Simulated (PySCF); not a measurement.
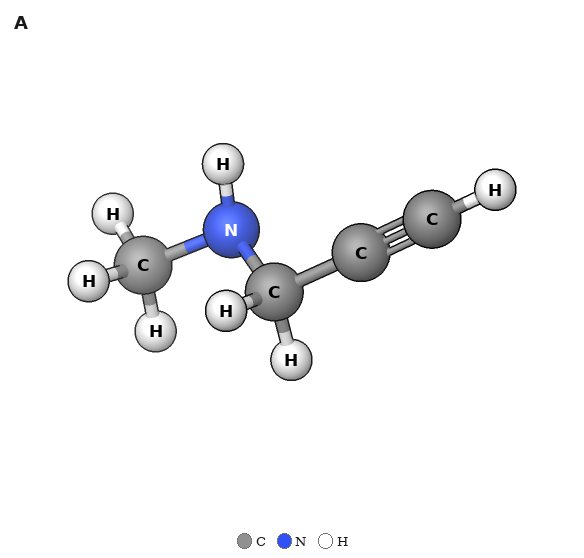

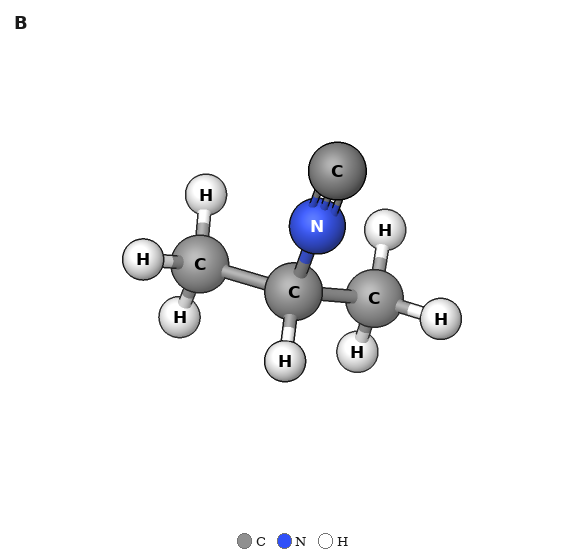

2 stationary structures of one formula. Geometries: PBE0-D3(BJ)/def2-SVP. Electronic energies: PBE0-D3(BJ)/def2-SVP (PySCF 2.14.0), without zero-point energy. No frequency run is at hand to confirm each as a minimum. Each is one conformer, not always the lowest.

Are they conformers, stereoisomers or constitutional isomers?

Answer. They are constitutional isomers of C4H7N: A `C#CCNC`, B `[C-]#[N+]C(C)C`.

Rank them by energy, lowest first.

Answer. B is lowest; A lies 127.6 kJ/mol above it.
